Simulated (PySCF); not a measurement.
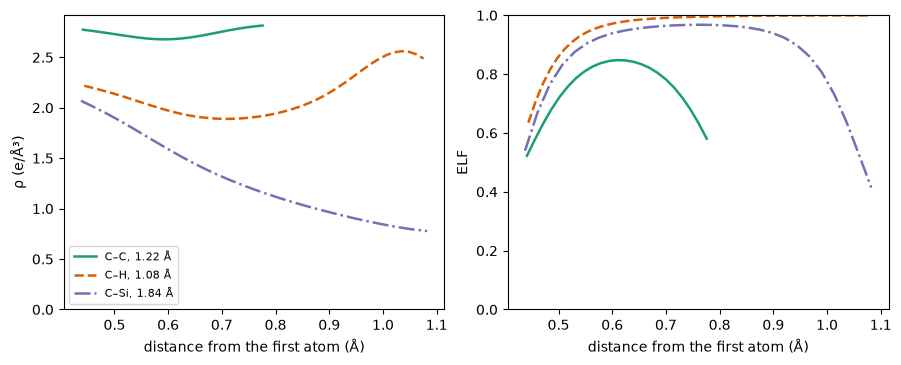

Figure 1: C$_{6}$H$_{8}$Si (Si(CCH)2Me2). Total electron density and electron localisation function along straight lines between neighbouring atoms. The curves leave out the atomic cores.

Geometry: PBE0-D3(BJ)/def2-SVP.

All numbers below come from PBE0/pcSseg-1, SCF density, gas phase, non-relativistic (PySCF 2.14.0).

Input

```
{"job": {"kind": "nmr", "xc": "PBE0", "basis": "pcSseg-1"}, "charge": 0, "multiplicity": 1}
Si    -0.051983    -0.004670    -0.030550
C     -0.018541    -0.017768     1.811729
C     -0.027285    -0.028138     3.028818
H     -0.033324    -0.037404     4.104357
C      1.691886    -0.007634    -0.624420
C      2.836271    -0.008416    -1.038882
H      3.849328    -0.009161    -1.400385
C     -0.894999     1.556867    -0.623485
H     -0.865906     1.610949    -1.722423
H     -0.391398     2.447212    -0.219054
H     -1.946945     1.575089    -0.299355
C     -0.912513    -1.549565    -0.641357
H     -1.948460    -1.586163    -0.270602
H     -0.385569    -2.448341    -0.288503
H     -0.933332    -1.568967    -1.741889
```

Launched as:

```sh
OMP_NUM_THREADS=1 python probes_run.py task.json out
```

Q: What kind of bonding do the profiles show?

A: C–C (1.22 Å): the density is about 2.7 e/Å³ at the midpoint; the ELF peaks at about 0.85 between the atoms: a short, multiple covalent bond.
C–H (1.08 Å): ρ at the midpoint is about 2.1 e/Å³; the ELF climbs to about 1 towards the hydrogen, as it does in any bond to H: an ordinary covalent bond to hydrogen.
C–Si (1.84 Å): ρ at the midpoint is about 0.94 e/Å³; the ELF peaks at about 0.95 between the atoms, as expected for a covalent bond.
